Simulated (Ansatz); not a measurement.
## Electronic structure of BFH4OSi (SMILES O[SiH2]BF) in real space

```xyz
8

O     0.4933    1.6247   -0.3684
Si   -0.2626    0.1633   -0.5485
B    -1.4204    0.0815   -2.2395
F    -1.8225   -1.0999   -2.6697
H    -0.0331    2.4004   -0.2410
H    -1.1306   -0.1279    0.6187
H     0.8074   -0.8472   -0.6023
H    -1.7901    1.0258   -2.8718
```

Method: Ansatz 0.2.0, RHF/6-31G*.

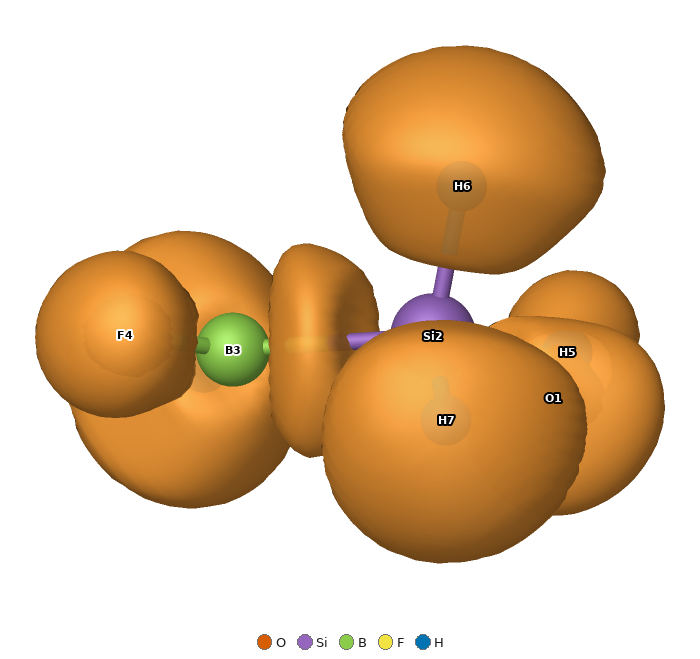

Figure 1. Isosurface of the electron localisation function at 0.75 (orange), seen from one side. Core shells and regions of very low density are left out.

Describe the localisation domains.

Answer. The surface consists of one region between bonded B–Si atoms (shared pairs), three regions around hydrogen nuclei, one region on F in which the atom's valence shell and bonds are merged and one joined region spread over several atoms (H, O), in which their bonds and any lone pairs are merged. Profiles from the grid: B–F (1.32 Å): the ELF peaks at about 0.90 between the atoms (a polar covalent bond). Si–O (1.66 Å): the ELF peaks at about 0.85 between the atoms, as expected for a polar covalent bond.

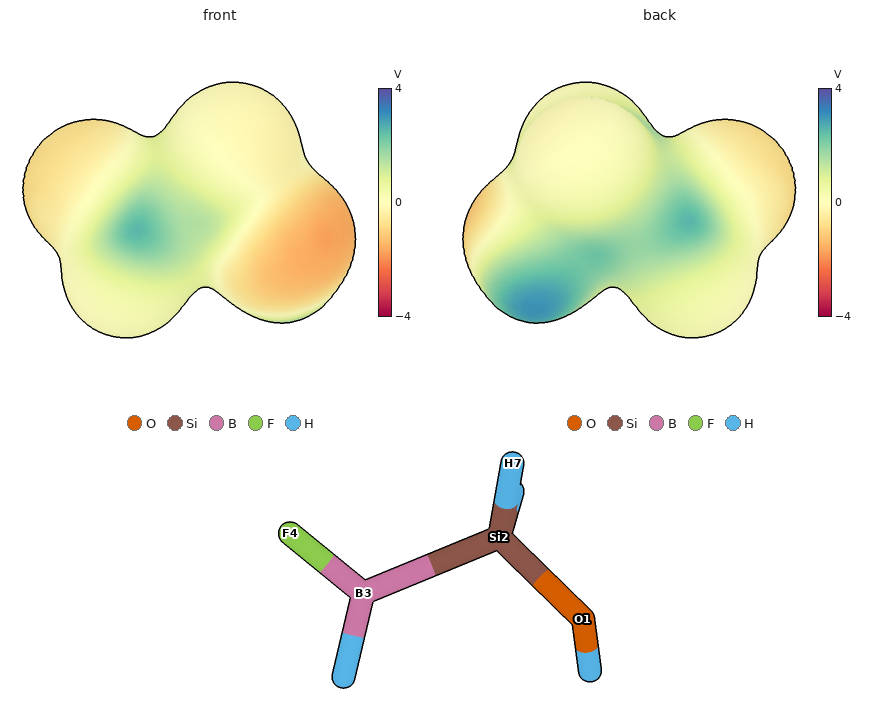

Figure 2. The molecular electrostatic potential painted on the density surface at 0.002 e/bohr³, seen from the front and from behind; red is negative and blue positive. The bare structure is drawn below in the same view.

Which sites attract a positive test charge, and which a negative one?

Answer. A positive charge is drawn to the negative regions and a negative charge to the positive ones. The most negative region (about −1.7 V) lies over O1, the most positive (about +2.9 V) over H5. O1 is the likeliest acceptor of a hydrogen bond.

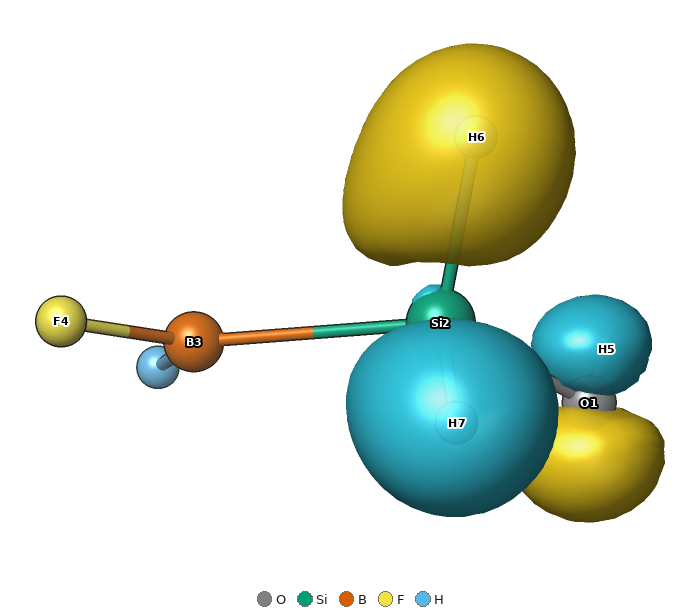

Figure 3. The HOMO−1 at ±0.2 Å⁻³ᐟ² (yellow and cyan are the two phases), seen from one side.

What is the character of this orbital?

Answer. It lies mainly on Si2 (about 35 %), H6 (about 25 %), H7 (about 20 %) and O1 (about 15 %). Its energy is −12.74 eV.

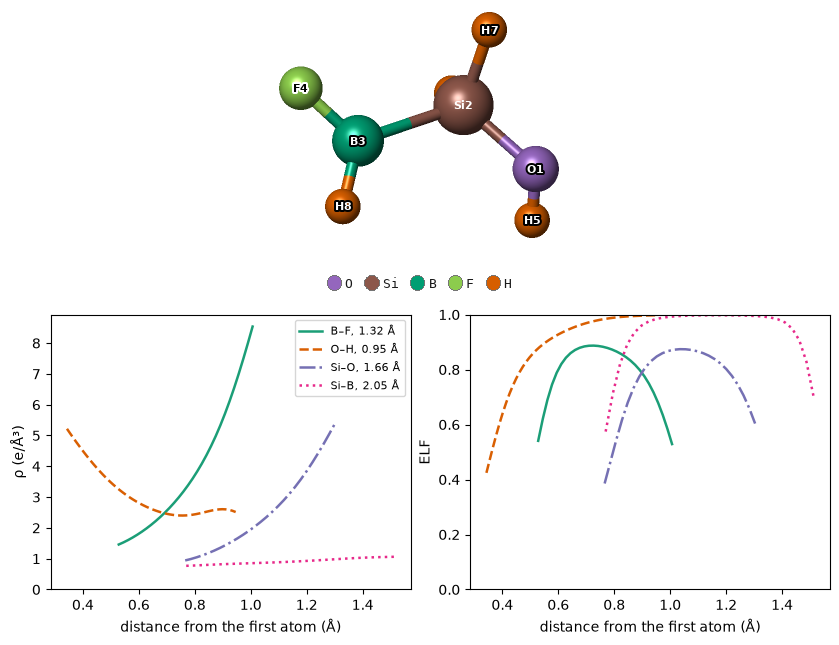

Figure 4. Total electron density and electron localisation function along straight lines between neighbouring atoms. The curves leave out the atomic cores. The structure is drawn too.

What can be read from the curves?

Answer. B–F (1.32 Å): ρ at the midpoint is about 2.2 e/Å³; the ELF peaks at about 0.90 between the atoms; a polar covalent bond.
O–H (0.95 Å): ρ at the midpoint is about 3.7 e/Å³; the ELF climbs to about 1 towards the hydrogen, as it does in any bond to H; a covalent bond by its length.
Si–O (1.66 Å): the density is about 1.1 e/Å³ at the midpoint; the ELF peaks at about 0.85 between the atoms; a polar covalent bond.
Si–B (2.05 Å): ρ at the midpoint is about 0.86 e/Å³; the ELF peaks at about 1 between the atoms, as expected for a covalent bond.
